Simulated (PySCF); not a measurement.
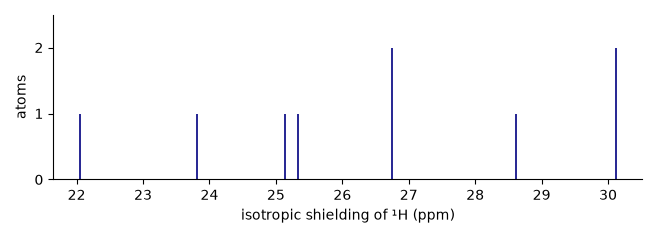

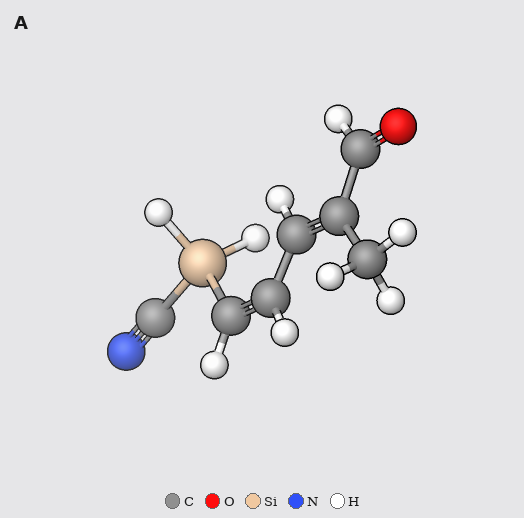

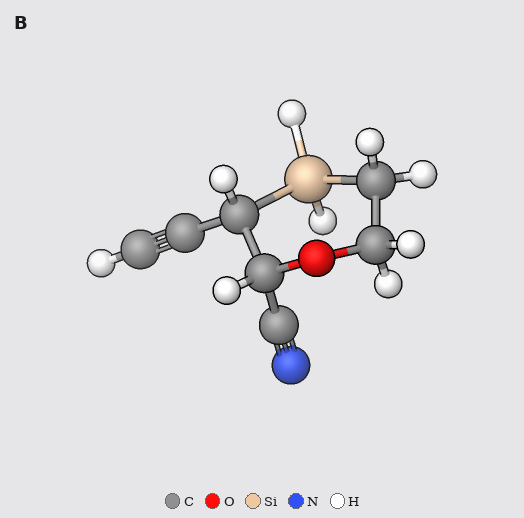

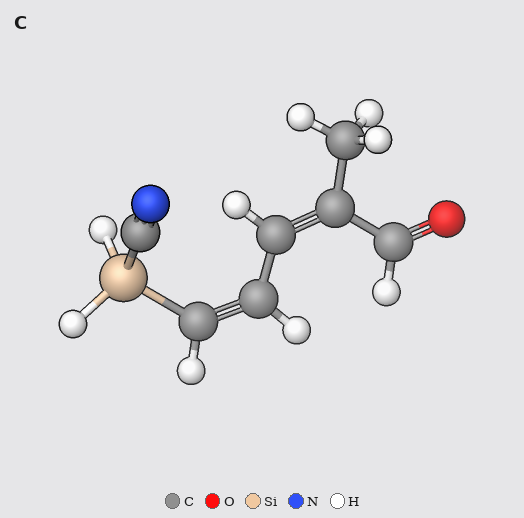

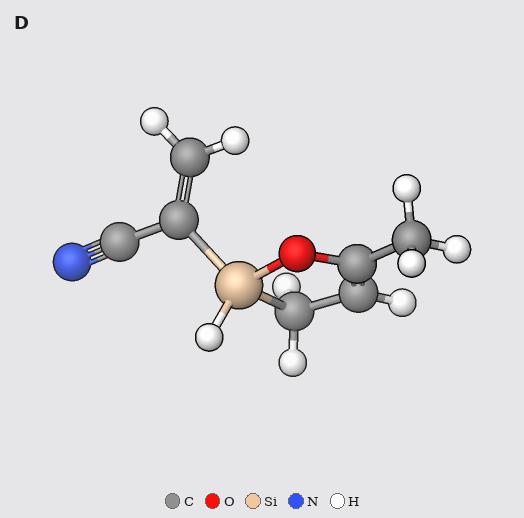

The sticks are computed shieldings of one of the molecules, for one fixed geometry (GFN2-xTB) without averaging over rotations. Low shielding means a high chemical shift. Method: GIAO PBE0/pcSseg-1 NMR shielding, non-relativistic, gas phase (PySCF 2.14.0).

Question: Match the spectrum to a structure.

Answer: A, `C/C(C=O)=C\C=C/[SiH2]C#N`. Its 9 H atoms give lines at 22.05, 23.81, 25.13, 25.33, 26.75 (2 atoms), 28.62, 30.11 (2 atoms) ppm.

The geometry is semi-empirical. Around Si such bond lengths and angles can be off by a tenth of an ångström or more and by several degrees, and values that hang on the shape move with them.
